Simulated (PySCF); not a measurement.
# CH2ClF (chlorofluoromethane) at PBE0/STO-6G

What is the vertical ionisation energy of CH2ClF (chlorofluoromethane) at PBE0/STO-6G? 

Program for the calculation: PySCF 2.14.0.

5 further runs of the same task are left out: 5 set aside as unsound or not needed.

## (1) The system as given

CH2ClF has 5 atoms, charge 0, and is taken as a singlet. SMILES: `FCCl`. The coordinates come from a PBE0-D4/def2-TZVP relaxation.

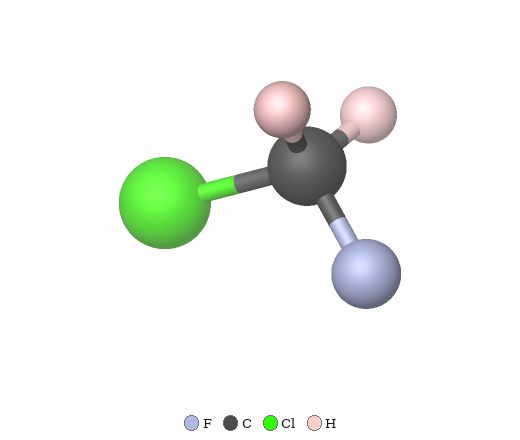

Viewed from a chosen angle; fluorine light blue, carbon dark grey, chlorine green, hydrogen pink.

## (2) A single-point energy at PBE0/STO-6G

File job.py:

```python
# FCCl
from pyscf import gto, dft

mol = gto.M(
    atom='''
F     -1.833885     1.059229     1.448475
C      0.157906     0.168790     0.109736
Cl    -0.799297    -2.329824    -1.886060
H      1.572498    -0.571831     1.408942
H      0.902760     1.673674    -1.081075
''',
    basis='sto-6g',
    unit='bohr',
    max_memory=1860,
    charge=0,
    spin=0,
    verbose=4,
)

mf = dft.RKS(mol, xc='pbe0')
mf.conv_tol = 1e-10
mf.grids.level = 5
mf.kernel()
if not mf.converged:
    mf = mf.newton().run(mf.mo_coeff, mf.mo_occ)

etot = mf.e_tot
print('E(%s) = %.9f' % ('PBE0', etot))
```

Started as:

```console
$ OMP_NUM_THREADS=1 python job.py
```

Output:

```text
PySCF version 2.14.0

[INPUT] num. atoms = 5
[INPUT] num. electrons = 34
[INPUT] charge = 0
[INPUT] spin (= nelec alpha-beta = 2S) = 0
[INPUT] symmetry False subgroup None
[INPUT] Mole.unit = bohr
[INPUT] Symbol           X                Y                Z      unit          X                Y                Z       unit  Magmom
[INPUT]  1 F     -0.970450149448   0.560519847946   0.766499960587 AA   -1.833885000000   1.059229000000   1.448475000000 Bohr   0.0
[INPUT]  2 C      0.083560256668   0.089319821431   0.058069790418 AA    0.157906000000   0.168790000000   0.109736000000 Bohr   0.0
[INPUT]  3 Cl    -0.422969757157  -1.232889766254  -0.998059970428 AA   -0.799297000000  -2.329824000000  -1.886060000000 Bohr   0.0
[INPUT]  4 H      0.832130105817  -0.302599933698   0.745579997908 AA    1.572498000000  -0.571831000000   1.408942000000 Bohr   0.0
[INPUT]  5 H      0.477720018930   0.885670139309  -0.572080253295 AA    0.902760000000   1.673674000000  -1.081075000000 Bohr   0.0

nuclear repulsion = 101.669893140203
number of shells = 13
number of NR pGTOs = 126
number of NR cGTOs = 21
basis = sto-6g
ecp = {}

******** <class 'pyscf.dft.rks.RKS'> ********
method = RKS
initial guess = minao
damping factor = 0
level_shift factor = 0
DIIS = <class 'pyscf.scf.diis.CDIIS'>
diis_start_cycle = 1
diis_space = 8
diis_damp = 0
SCF conv_tol = 1e-10
SCF conv_tol_grad = None
SCF max_cycles = 50
direct_scf = True
direct_scf_tol = 1e-13
XC library pyscf.dft.libxc version 7.0.0
    S. Lehtola, C. Steigemann, M. J.T. Oliveira, and M. A.L. Marques.,  SoftwareX 7, 1–5 (2018)
XC functionals = pbe0
radial grids:
    Treutler-Ahlrichs [JCP 102, 346 (1995); DOI:10.1063/1.469408] (M4) radial grids

becke partition: Becke, JCP 88, 2547 (1988); DOI:10.1063/1.454033
pruning grids: <function nwchem_prune>
grids dens level: 5
symmetrized grids: False
atomic radii adjust function: <function treutler_atomic_radii_adjust>
small_rho_cutoff = 0
Set gradient conv threshold to 1e-05
Initial guess from minao.
tot grids = 176984
init E= -596.891446711926
  HOMO = -0.343517917198632  LUMO = 0.0781661030782081  gap/eV = 11.47461
cycle= 1 E= -596.791200724612  delta_E=  0.1  |g|= 0.475  |ddm|= 2.65
  HOMO = -0.182579461985399  LUMO = 0.095137128318509  gap/eV = 7.55705
cycle= 2 E= -596.777003224038  delta_E= 0.0142  |g|= 0.578  |ddm|= 1.44
  HOMO = -0.237521919765125  LUMO = 0.16075246353051  gap/eV = 10.83760
cycle= 3 E= -596.876236563685  delta_E= -0.0992  |g|= 0.02  |ddm|= 0.739
  HOMO = -0.241156187056019  LUMO = 0.15756548636078  gap/eV = 10.84977
cycle= 4 E= -596.876431451718  delta_E= -0.000195  |g|= 0.00755  |ddm|= 0.0633
  HOMO = -0.243229461155962  LUMO = 0.157245203136216  gap/eV = 10.89747
cycle= 5 E= -596.876458856932  delta_E= -2.74e-05  |g|= 0.00109  |ddm|= 0.0182
  HOMO = -0.242979931868924  LUMO = 0.157618846987492  gap/eV = 10.90085
cycle= 6 E= -596.876459318193  delta_E= -4.61e-07  |g|= 8.52e-05  |ddm|= 0.00182
  HOMO = -0.242965914629693  LUMO = 0.157606809325771  gap/eV = 10.90014
cycle= 7 E= -596.876459321557  delta_E= -3.36e-09  |g|= 8.17e-06  |ddm|= 0.000165
  HOMO = -0.242964565431475  LUMO = 0.157605994236632  gap/eV = 10.90008
cycle= 8 E= -596.876459321585  delta_E= -2.83e-11  |g|= 2.26e-07  |ddm|= 1.54e-05
  HOMO = -0.242964617704638  LUMO = 0.157605994250103  gap/eV = 10.90008
Extra cycle  E= -596.876459321584  delta_E= 9.09e-13  |g|= 6.48e-08  |ddm|= 6.94e-07
converged SCF energy = -596.876459321584
E(PBE0) = -596.876459322
```

It took 3.3 s on 1 thread of Arm Neoverse V2, shared host; peak memory 0.21 GiB.

## (3) The doublet cation at the same level

File run.py:

```python
from pyscf import gto, dft

system = gto.M(
    atom='''
F     -1.833885     1.059229     1.448475
C      0.157906     0.168790     0.109736
Cl    -0.799297    -2.329824    -1.886060
H      1.572498    -0.571831     1.408942
H      0.902760     1.673674    -1.081075
''',
    basis='sto-6g',
    charge=1,
    spin=1,
    unit='bohr',
    verbose=3,
    max_memory=1860,
)

ks = dft.UKS(system)
ks.xc = 'pbe0'
ks.conv_tol = 1e-10
ks.grids.level = 5
ks.kernel()
if not ks.converged:
    ks = ks.newton().run(ks.mo_coeff, ks.mo_occ)

e_tot = ks.e_tot
print('E(%s) = %.9f' % ('PBE0', e_tot))
```

Started as:

```console
$ OMP_NUM_THREADS=1 python run.py
```

Output:

```text
converged SCF energy = -596.504397769493  <S^2> = 0.75097722  2S+1 = 2.000977
E(PBE0) = -596.504397769
```

Run time: 6 s. Hardware: 1 thread of Arm Neoverse V2, shared host; peak memory 0.21 GiB.

## (4) What came out

Level: PBE0/STO-6G.

| quantity | value |
| --- | --- |
| singlet CH2ClF: total energy | -596.87646 Eh |
| singlet CH2ClF: dipole moment | 2.02 D |
| singlet CH2ClF: HOMO energy | -6.61 eV |
| singlet CH2ClF: LUMO energy | 4.29 eV |
| singlet CH2ClF: HOMO–LUMO gap | 10.90 eV |
| doublet cation: total energy | -596.50440 Eh |
| doublet cation: HOMO energy (highest over α and β) | -16.03 eV |
| doublet cation: LUMO energy (lowest over α and β) | -13.60 eV |
| doublet cation: ⟨S²⟩ | 0.751 |
| vertical ionisation energy (to the doublet cation) | 10.124 eV |

What this shows: The vertical ionisation energy comes to 10.12 eV (233 kcal/mol). The negative HOMO energy of the first species, 6.61 eV, lies 3.51 eV below that difference. In a minimal basis such a difference can be off by several eV, whatever the method. Mulliken charges (doublet cation) run from -0.00 on C2 to +0.32 on Cl3.
